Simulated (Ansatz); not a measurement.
Geometry relaxation of CH$_{4}$OSi$_{2}$ (part 1 of 2)

System: CH$_{4}$OSi$_{2}$.
Method: RKS B3LYP-D4/6-31G (Ansatz 0.2.0).

It belongs to a series of runs on one base structure; here: end point B relaxed. Figures and captions count atoms from 1; the log counts them from 0 in places.

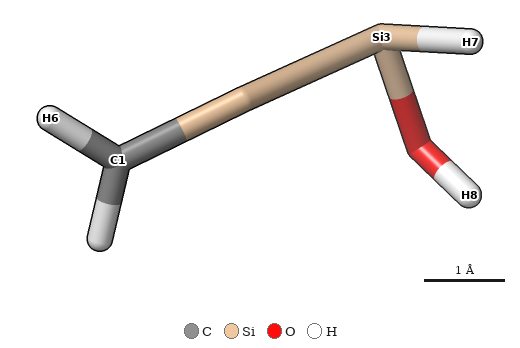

The input geometry (stick view, seen at a tilt; atoms are numbered from 1 in the order of the input). Bond lengths as drawn: C–H 1.08 Å, C–Si 1.76 Å, H–O 0.95 Å, H–Si 1.50 Å, O–Si 1.68 Å and Si–Si 2.26 Å.

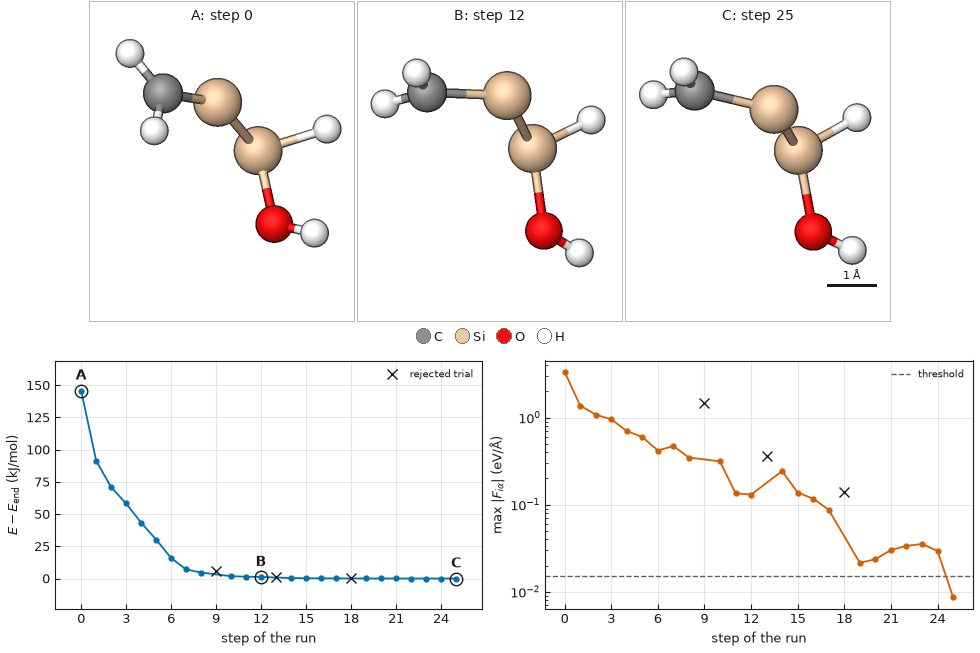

Frames of the relaxation (ball-and-stick view, seen at a tilt) above the curves, on which the letters mark them (the first geometry is step 0 here and step 1 in the log).

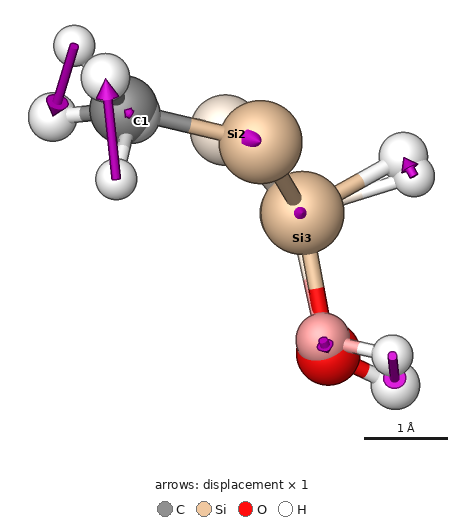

Start (faint) and end (solid) with the displacements as pink arrows, at true length (ball-and-stick view, seen at a tilt). The two geometries are laid on each other by the best rigid fit. The energy falls by 145.8 kJ/mol in 25 geometry steps. The largest force component goes from 3.4 to 0.0086 eV/Å. The line search rejected the trial steps at points 9, 13, 18 (counted from 0) and went back. The largest move after the best rigid fit is that of H5, 1.26 Å. By element the largest moves are H 1.26 Å, Si 1.02 Å, O 0.23 Å, C 0.11 Å. Among the contacts that change: Si2–Si3 2.261 → 2.357 Å, Si3–O4 1.677 → 1.727 Å, Si3–H7 1.499 → 1.532 Å, O4–H8 0.950 → 0.973 Å. Among the angles that change: C1–Si2–Si3 154.8° → 121.2°, Si2–Si3–O4 100.4° → 118.4°, Si2–Si3–H7 101.8° → 112.8°. (Atoms are counted from 1 in the order of the input.)

The input and output of the run follow.

The input:
```yaml
crystal:
  periodic: [false, false, false]
  atoms:
    - { symbol: C, position_ang: [-0.74905, 2.01357, -0.39112] }
    - { symbol: Si, position_ang: [0.33367, 0.75943, 0.21711] }
    - { symbol: Si, position_ang: [1.33924, -1.26512, 0.18708] }
    - { symbol: O, position_ang: [-0.00262, -2.26893, 0.24489] }
    - { symbol: H, position_ang: [-1.80432, 1.84836, -0.566] }
    - { symbol: H, position_ang: [-0.39095, 2.95891, -0.7724] }
    - { symbol: H, position_ang: [1.68234, -1.45938, 1.63327] }
    - { symbol: H, position_ang: [-0.37714, -2.53468, 1.07622] }
basis:
  gaussian: { orbitals: "6-31G" }
hamiltonian:
  xc: b3lyp
  dispersion: d4
relax:
  f_tol: 0.015
  max_steps: 40
```

Run as:
```bash
ansatz run input.yaml --threads 1 --pin off --max-ram 2048MiB --backend cpu --events-out ev --progress --plain --runs-dir out
```

What the program printed:
```
The last accepted step is kept in [file] (removed where the run ends without a failure and the disk answers)
Engine: ansatz 0.2.0, aarch64-unknown-linux-gnu
Functional definition: B3LYP
  parameter a0 = 0.2
  parameter ax = 0.72
  parameter ac = 0.81
  exchange = (1 - a0 - ax)*slater_x + ax*b88_x + a0*exact_x
  correlation = (1 - ac)*vwn_rpa_c + ac*lyp_c
656 factors; integrals over basis functions are off by at most 2.2e-4 eV
mean field evaluation 1: about -18886.2380 eV, gradient 7.3e1 eV
mean field evaluation 2: about -18822.5021 eV, gradient 1.5e2 eV
mean field evaluation 4: about -18896.7428 eV, gradient 2.4e1 eV
mean field evaluation 8: about -18898.7228 eV, gradient 3.4e-1 eV
mean field evaluation 16: about -18898.7243 eV, gradient 1.9e-4 eV
mean field -18898.72429034 eV, -694.5153076547 hartree, gradient 3.1e-5 eV, S^2 0.000000; 0 other end points of the search recorded, 0 dependent functions left out
the calculation of the forces begins
reference -18898.72452038 eV, -694.5153161082 hartree; 23, 23 occupied and 29, 29 virtual orbitals, 656 factors
relax step   1: F+E_penalty+E_count = -18899.02956963 eV  Δ(F+E_penalty+E_count) = +0.000e0 eV  max|allowed force component| = 3.354e0 eV/Å  Δτ_max = 0.0000 Å  (29 SCF iters, accepted)
these checks for a lower state are left out or cut short: starts, cluster_reference, orbital_swaps, neighbouring_geometries, increment
656 factors; integrals over basis functions are off by at most 2.3e-4 eV
mean field -18899.28946034 eV, -694.5360772690 hartree, gradient 1.3e-5 eV, S^2 0.000000; 0 other end points of the search recorded, 0 dependent functions left out
[... from here on the field's lines of each further geometry are left out, up to the last ...]
relax step   2: F+E_penalty+E_count = -18899.59351455 eV  Δ(F+E_penalty+E_count) = -5.639e-1 eV  max|allowed force component| = 1.375e0 eV/Å  Δτ_max = 0.1925 Å  (33 SCF iters, accepted)
relax step   3: F+E_penalty+E_count = -18899.80738674 eV  Δ(F+E_penalty+E_count) = -2.139e-1 eV  max|allowed force component| = 1.080e0 eV/Å  Δτ_max = 0.1949 Å  (33 SCF iters, accepted)
relax step   4: F+E_penalty+E_count = -18899.93756789 eV  Δ(F+E_penalty+E_count) = -1.302e-1 eV  max|allowed force component| = 9.541e-1 eV/Å  Δτ_max = 0.1906 Å  (34 SCF iters, accepted)
relax step   5: F+E_penalty+E_count = -18900.09255433 eV  Δ(F+E_penalty+E_count) = -1.550e-1 eV  max|allowed force component| = 7.015e-1 eV/Å  Δτ_max = 0.1949 Å  (34 SCF iters, accepted)
relax step   6: F+E_penalty+E_count = -18900.22738732 eV  Δ(F+E_penalty+E_count) = -1.348e-1 eV  max|allowed force component| = 5.973e-1 eV/Å  Δτ_max = 0.1934 Å  (31 SCF iters, accepted)
relax step   7: F+E_penalty+E_count = -18900.37649434 eV  Δ(F+E_penalty+E_count) = -1.491e-1 eV  max|allowed force component| = 4.184e-1 eV/Å  Δτ_max = 0.2000 Å  (32 SCF iters, accepted)
relax step   8: F+E_penalty+E_count = -18900.46796286 eV  Δ(F+E_penalty+E_count) = -9.147e-2 eV  max|allowed force component| = 4.706e-1 eV/Å  Δτ_max = 0.2000 Å  (30 SCF iters, accepted)
relax step   9: F+E_penalty+E_count = -18900.49304758 eV  Δ(F+E_penalty+E_count) = -2.508e-2 eV  max|allowed force component| = 3.472e-1 eV/Å  Δτ_max = 0.2000 Å  (33 SCF iters, accepted)
relax step  10: F+E_penalty+E_count = -18900.47847135 eV  Δ(F+E_penalty+E_count) = +1.458e-2 eV  max|allowed force component| = 1.480e0 eV/Å  Δτ_max = 0.1914 Å  (31 SCF iters, rejected (line search))
relax step  11: F+E_penalty+E_count = -18900.52275517 eV  Δ(F+E_penalty+E_count) = -2.971e-2 eV  max|allowed force component| = 3.141e-1 eV/Å  Δτ_max = 0.0955 Å  (32 SCF iters, accepted)
relax step  12: F+E_penalty+E_count = -18900.52641818 eV  Δ(F+E_penalty+E_count) = -3.663e-3 eV  max|allowed force component| = 1.351e-1 eV/Å  Δτ_max = 0.0801 Å  (30 SCF iters, accepted)
relax step  13: F+E_penalty+E_count = -18900.52877110 eV  Δ(F+E_penalty+E_count) = -2.353e-3 eV  max|allowed force component| = 1.302e-1 eV/Å  Δτ_max = 0.1365 Å  (31 SCF iters, accepted)
relax step  14: F+E_penalty+E_count = -18900.52513264 eV  Δ(F+E_penalty+E_count) = +3.638e-3 eV  max|allowed force component| = 3.635e-1 eV/Å  Δτ_max = 0.2000 Å  (33 SCF iters, rejected (line search))
relax step  15: F+E_penalty+E_count = -18900.53724205 eV  Δ(F+E_penalty+E_count) = -8.471e-3 eV  max|allowed force component| = 2.430e-1 eV/Å  Δτ_max = 0.0897 Å  (31 SCF iters, accepted)
relax step  16: F+E_penalty+E_count = -18900.53908684 eV  Δ(F+E_penalty+E_count) = -1.845e-3 eV  max|allowed force component| = 1.374e-1 eV/Å  Δτ_max = 0.0234 Å  (33 SCF iters, accepted)
relax step  17: F+E_penalty+E_count = -18900.53968550 eV  Δ(F+E_penalty+E_count) = -5.987e-4 eV  max|allowed force component| = 1.172e-1 eV/Å  Δτ_max = 0.0281 Å  (33 SCF iters, accepted)
relax step  18: F+E_penalty+E_count = -18900.54013654 eV  Δ(F+E_penalty+E_count) = -4.510e-4 eV  max|allowed force component| = 8.697e-2 eV/Å  Δτ_max = 0.0177 Å  (26 SCF iters, accepted)
relax step  19: F+E_penalty+E_count = -18900.53719155 eV  Δ(F+E_penalty+E_count) = +2.945e-3 eV  max|allowed force component| = 1.390e-1 eV/Å  Δτ_max = 0.0936 Å  (31 SCF iters, rejected (line search))
relax step  20: F+E_penalty+E_count = -18900.54091484 eV  Δ(F+E_penalty+E_count) = -7.783e-4 eV  max|allowed force component| = 2.149e-2 eV/Å  Δτ_max = 0.0466 Å  (34 SCF iters, accepted)
relax step  21: F+E_penalty+E_count = -18900.54098252 eV  Δ(F+E_penalty+E_count) = -6.768e-5 eV  max|allowed force component| = 2.360e-2 eV/Å  Δτ_max = 0.0176 Å  (26 SCF iters, accepted)
relax step  22: F+E_penalty+E_count = -18900.54100821 eV  Δ(F+E_penalty+E_count) = -2.569e-5 eV  max|allowed force component| = 3.007e-2 eV/Å  Δτ_max = 0.0068 Å  (27 SCF iters, accepted)
relax step  23: F+E_penalty+E_count = -18900.54104058 eV  Δ(F+E_penalty+E_count) = -3.237e-5 eV  max|allowed force component| = 3.361e-2 eV/Å  Δτ_max = 0.0092 Å  (26 SCF iters, accepted)
relax step  24: F+E_penalty+E_count = -18900.54106609 eV  Δ(F+E_penalty+E_count) = -2.551e-5 eV  max|allowed force component| = 3.528e-2 eV/Å  Δτ_max = 0.0071 Å  (26 SCF iters, accepted)
relax step  25: F+E_penalty+E_count = -18900.54108613 eV  Δ(F+E_penalty+E_count) = -2.004e-5 eV  max|allowed force component| = 2.948e-2 eV/Å  Δτ_max = 0.0037 Å  (25 SCF iters, accepted)
the calculation of the forces begins
reference -18900.24130932 eV, -694.5710570737 hartree; 23, 23 occupied and 29, 29 virtual orbitals, 656 factors
relax step  26: F+E_penalty+E_count = -18900.54110873 eV  Δ(F+E_penalty+E_count) = -2.260e-5 eV  max|allowed force component| = 8.627e-3 eV/Å  Δτ_max = 0.0061 Å  (25 SCF iters, accepted)
656 factors; integrals over basis functions are off by at most 2.1e-4 eV
mean field evaluation 192: about -18898.8118 eV, gradient 2.1e1 eV
mean field -18900.24107590 eV, -694.5710484958 hartree, gradient 2.3e-5 eV, S^2 0.000000; 1 other end points of the search recorded, 0 dependent functions left out
the calculation of the forces begins
reference -18900.24130932 eV, -694.5710570737 hartree; 23, 23 occupied and 29, 29 virtual orbitals, 656 factors
Total energy: -18900.54134214 eV, -694.5820830768 hartree
Atom 0 at    -0.739547     2.126450    -0.398745 Å, force    -0.000241     0.006409    -0.003884 eV/Å
Atom 1 at    -0.448321     0.930079     0.847842 Å, force    -0.002051    -0.008627     0.002600 eV/Å
Atom 2 at     0.839003    -0.996300     0.413107 Å, force     0.003519     0.005217     0.001862 eV/Å
Atom 3 at     0.015964    -2.494450     0.165344 Å, force    -0.000222     0.000345    -0.001383 eV/Å
Atom 4 at    -1.341192     3.008004    -0.187636 Å, force     0.004962     0.001865    -0.001225 eV/Å
Atom 5 at    -0.329047     2.078316    -1.403592 Å, force    -0.006514    -0.000784    -0.000342 eV/Å
Atom 6 at     1.858532    -1.292028     1.518152 Å, force    -0.000107    -0.003849     0.001681 eV/Å
Atom 7 at     0.175777    -3.307910     0.674578 Å, force     0.000654    -0.000576     0.000692 eV/Å
Dipole moment:     0.294071    -0.263190     0.148395 e Å
```

Trajectory as extended XYZ (Å, eV, eV/Å), 26 frames, from step=1 to step=26:
```
8
Properties=species:S:1:pos:R:3:forces:R:3 step=1 energy=-18899.02957
C    -0.7490    2.0136   -0.3911    1.0404  -0.5669  -0.2030
Si    0.3337    0.7594    0.2171   -2.2855   2.1883   0.4302
Si    1.3392   -1.2651    0.1871    3.3538  -0.7000  -0.8034
O    -0.0026   -2.2689    0.2449   -1.8717  -1.0248  -1.2032
H    -1.8043    1.8484   -0.5660   -0.3154  -0.0857   0.4844
H    -0.3910    2.9589   -0.7724    0.1771   0.2099  -0.3146
H     1.6823   -1.4594    1.6333    0.5118   0.3903   0.7876
H    -0.3771   -2.5347    1.0762   -0.6105  -0.4112   0.8219
8
Properties=species:S:1:pos:R:3:forces:R:3 step=2 energy=-18899.59352
C    -0.7250    1.9627   -0.5396   -0.9625  -0.5591   1.1173
Si    0.2062    0.7442    0.3606   -0.8030   1.3530  -0.4015
Si    1.4336   -1.3263    0.1997    1.2287   0.2415  -0.2920
O    -0.0280   -2.2404    0.1801   -0.8671  -0.7699  -0.2702
H    -1.8571    1.9329   -0.4091    1.3748   0.0869  -0.1860
H    -0.3417    2.9298   -0.8599    0.0721  -0.1653  -0.4092
H     1.7692   -1.3943    1.6940    0.1573  -0.0179   0.3493
H    -0.4260   -2.5564    1.0033   -0.2002  -0.1692   0.0923
8
Properties=species:S:1:pos:R:3:forces:R:3 step=3 energy=-18899.80739
C    -0.7553    2.0095   -0.4545    0.1896   0.3313  -0.2053
Si    0.1953    0.8087    0.4268   -0.5611   0.7957  -0.2600
Si    1.4469   -1.3152    0.2261    0.1374   0.0618  -0.0557
O     0.0010   -2.3174    0.1385   -0.0144  -0.1696  -0.1198
H    -1.8628    2.0019   -0.3424    0.7298   0.2310   0.0714
H    -0.3309    2.8709   -1.0454   -0.4879  -1.0798   0.4504
H     1.7894   -1.3956    1.7325    0.0269  -0.0635   0.1352
H    -0.4524   -2.6106    0.9474   -0.0205  -0.1070  -0.0162
8
Properties=species:S:1:pos:R:3:forces:R:3 step=4 energy=-18899.93757
C    -0.7719    1.9977   -0.4932    0.0192   0.6800   0.0889
Si    0.1678    0.8695    0.4784   -0.2729   0.1746  -0.2081
Si    1.4278   -1.2745    0.2605   -0.3983   0.0122   0.0948
O     0.0476   -2.3791    0.1052    0.2913   0.1279  -0.0755
H    -1.8447    2.1458   -0.2187    0.8070   0.0795  -0.1868
H    -0.3346    2.7824   -1.1654   -0.5241  -0.9541   0.3352
H     1.7737   -1.4022    1.7681    0.0098  -0.0272   0.0079
H    -0.4345   -2.6875    0.8941    0.0680  -0.0929  -0.0565
8
Properties=species:S:1:pos:R:3:forces:R:3 step=5 energy=-18900.09255
C    -0.7724    2.0475   -0.4464    0.1914   0.3551  -0.5526
Si    0.1263    0.8943    0.5209   -0.1544   0.0203  -0.0398
Si    1.3824   -1.2232    0.2946   -0.5199  -0.0370   0.1226
O     0.0869   -2.4164    0.0738    0.3374   0.2703   0.0128
H    -1.8109    2.2859   -0.1480    0.5917   0.1793  -0.0911
H    -0.3470    2.6411   -1.2990   -0.5630  -0.6952   0.7015
H     1.7574   -1.3997    1.7888    0.0104  -0.0110  -0.0539
H    -0.3915   -2.7775    0.8444    0.1064  -0.0819  -0.0996
8
Properties=species:S:1:pos:R:3:forces:R:3 step=6 energy=-18900.22739
C    -0.7959    2.0165   -0.4778   -0.0584   0.5279   0.1800
Si    0.0840    0.9106    0.5534   -0.1091  -0.1894   0.0783
Si    1.3221   -1.1637    0.3344   -0.4480  -0.0745   0.1155
O     0.1217   -2.4274    0.0507    0.1935   0.2183   0.0959
H    -1.7374    2.4509   -0.0789    0.5973  -0.1322  -0.3022
H    -0.3701    2.5219   -1.3557   -0.3538  -0.3451   0.0859
H     1.7447   -1.4005    1.8026    0.0303   0.0429  -0.0832
H    -0.3377   -2.8561    0.8003    0.1482  -0.0480  -0.1704
```
